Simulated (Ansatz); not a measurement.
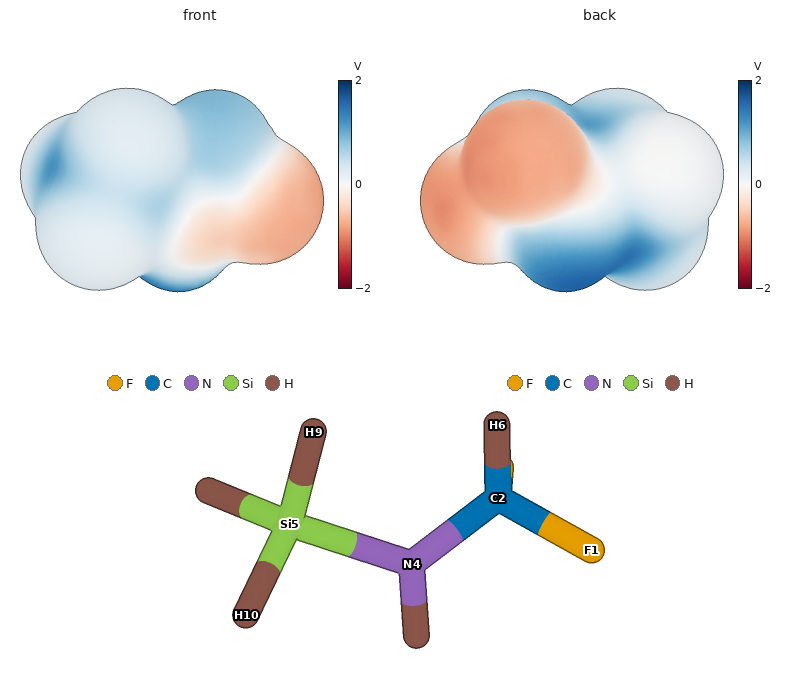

*CH5F2NSi. The molecular electrostatic potential painted on the density surface at 0.001 e/bohr³, seen from the front and from behind; red is negative and blue positive. The bare structure is drawn below in the same view.*

The calculation used RKS B3LYP/def2-SVP in Ansatz 0.2.0.

```yaml
atoms:
  - { symbol: F, position_ang: [-1.8074, -1.6642, -0.3162] }
  - { symbol: C, position_ang: [-0.8542, -0.9894, 0.3852] }
  - { symbol: F, position_ang: [-0.2384, -1.9404, 1.1609] }
  - { symbol: N, position_ang: [0.0325, -0.3442, -0.4842] }
  - { symbol: Si, position_ang: [0.8196, 1.1980, -0.2098] }
  - { symbol: H, position_ang: [-1.3466, -0.2716, 1.0640] }
  - { symbol: H, position_ang: [0.4098, -0.9792, -1.1865] }
  - { symbol: H, position_ang: [2.1220, 1.1009, 0.5147] }
  - { symbol: H, position_ang: [-0.1226, 2.0095, 0.6094] }
  - { symbol: H, position_ang: [1.0683, 1.8296, -1.5348] }
```

Describe the electrostatic potential map.

The most negative region (about −0.9 V, or −21 kcal/mol for a unit charge) lies over F1 and F3, the most positive (about +1.6 V, or +37 kcal/mol for a unit charge) over H7.
